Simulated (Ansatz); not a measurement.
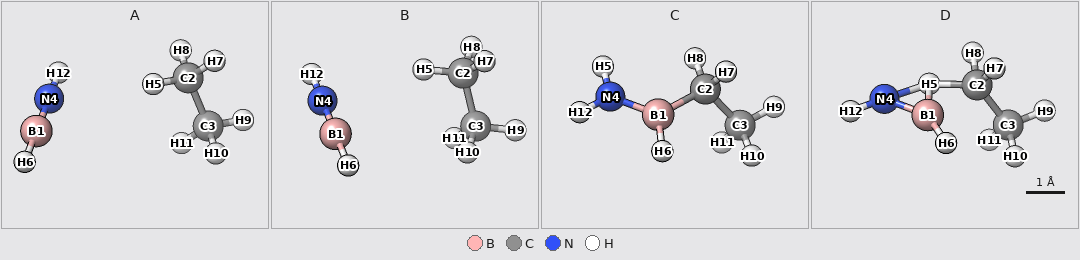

4 geometries from a converged minimum-energy path of C2H8BN, shuffled. Style: ball-and-stick. Shown at a tilt.

These are results of Ansatz 0.2.0, RKS PBE0/cc-pVDZ, not measurements. Run with 7 movable images; climbing image; force threshold 0.05 eV/Å; iteration limit 60; starting path through a guess of the saddle point.

> Which frame is the top of the path?

D. In order along the path, whose images run from 0 to 8: C (image 0, 0.0 kJ/mol), D (image 2, +323.6 kJ/mol), B (image 6, +151.0 kJ/mol), A (image 8, +150.2 kJ/mol). Breaking: B1–C2 (1.58 → 1.81 at the top → 4.65 Å), N4–H5 (1.01 → 1.41 at the top → 2.85 Å). Forming: C2–H5 (2.83 → 1.30 at the top → 1.10 Å).
